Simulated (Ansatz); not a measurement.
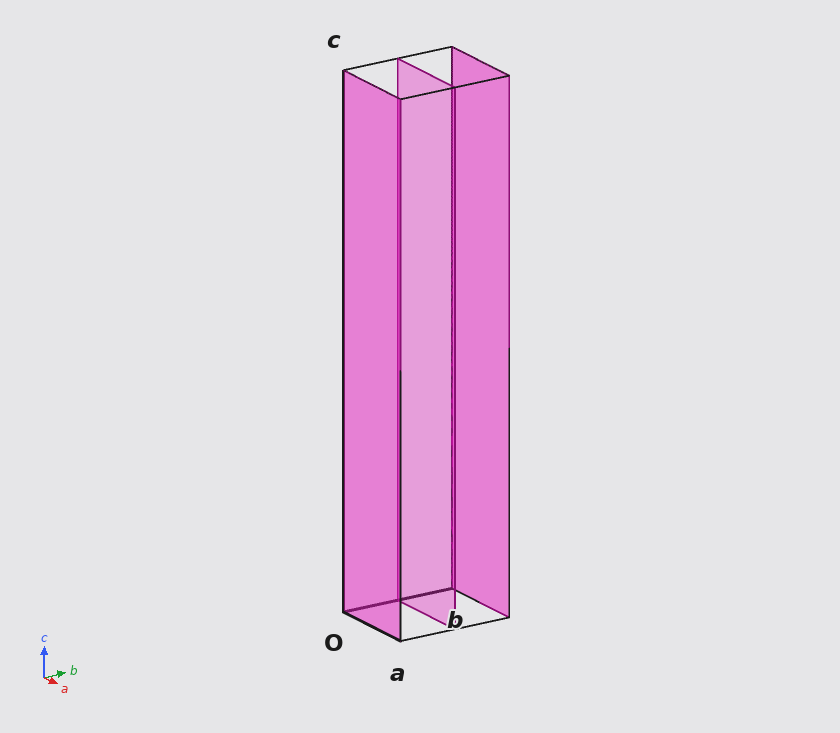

Crystal: SiC, the end point of a relaxation with DFT, PBE, plane waves, PAW in Ansatz 0.2.0. Every member of one family of equally spaced planes, hx + ky + lz = a whole number, that cuts the unit cell is shaded (one member passes through the origin O). Symmetry computed with spglib at a tolerance of 0.002 Å; standard conventional cell.

a = 3.094 Å, b = 3.094 Å, c = 10.130 Å, α = 90.00°, β = 90.00°, γ = 120.00°.

Question: What are the Miller indices?

Answer: (0 2 0), in four indices (0 2 −2 0); the opposite sign names the same planes. The member next to the origin meets the axes a never, b at 1/2, c never.

Question: What is the spacing?

Answer: d = 1.340 Å.

Question: The space group is P6_3mc, No. 186. How many reflections hkl are equivalent to this one (itself included), and does it occur?

Answer: 6 reflections are equivalent in the Laue class 6/mmm. The space group allows the reflection.
